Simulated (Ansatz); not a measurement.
# Computed scan of one atom of the cell: Eu (bcc, W type)

Starting cell, Eu (bcc, W type):

```xyz
4
Lattice="-8.7677 8.7677 8.7677 2.1919 -2.1919 2.1919 2.1919 2.1919 -2.1919" Properties=species:S:1:pos:R:3 pbc="T T T"
Eu     0.0000     0.0000     0.0000
Eu    -4.3839     4.3839     4.3839
Eu    -2.1919     2.1919     2.1919
Eu    -6.5758     6.5758     6.5758
```

In each cell atom 3 (Eu, nearest neighbour Eu at 3.797 Å; its periodic images, 3.8 Å or more away, move with it) moves by s·(-0.577, -0.577, -0.577) (towards the nearest neighbour), the rest being held.

All values below come from PBE (plane waves to 420 eV, PAW, scalar-relativistic; Ansatz, an electronic-structure program). k mesh 3×12×12 (Γ-centred), Fermi-Dirac smearing 0.05 eV. E stands for the smeared free energy. With partly filled bands, energies and forces of such displacements shift with the k mesh and the smearing. F⊥ is the part of the force across the line. Eu was relaxed with its symmetry unable to fall. Relaxed Eu ends ferromagnetic. The relaxed volume of Eu is well below the measured one. Other magnetic orders were not checked, so this need not be the ground state. The filling of the f shell was not checked against other fillings, so treat energies with care. ΔE is measured from the undisplaced structure.

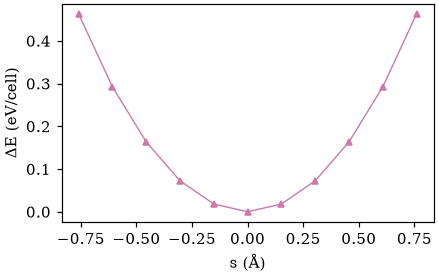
Fig. 1. ΔE (eV/cell) against s (Å); one marker a computed point.

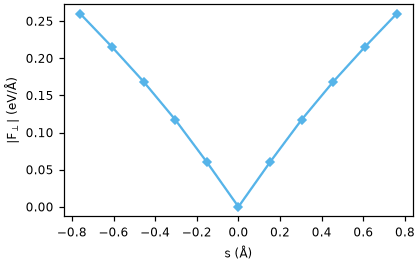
Fig. 1. |F⊥| (eV/Å) against s (Å); one marker a computed point.

The force constant k = d²E/ds² at s = 0 (finite differences) comes out as 1.57 eV/Å². The force along the line at s = -0.760 Å comes out as 1.28 eV/Å and the energy at s = 0.760 Å is 463 meV/cell. Symmetry of the curve: even: the same for both signs. Shape of the curve: a single well with its minimum at or next to zero displacement.

With its periodic images moving along, the atom's site symmetry in this cell is mmm.

(A displaced cell: forces are minus the slopes of the energy, force constants its curvatures, and phonons follow from these.)
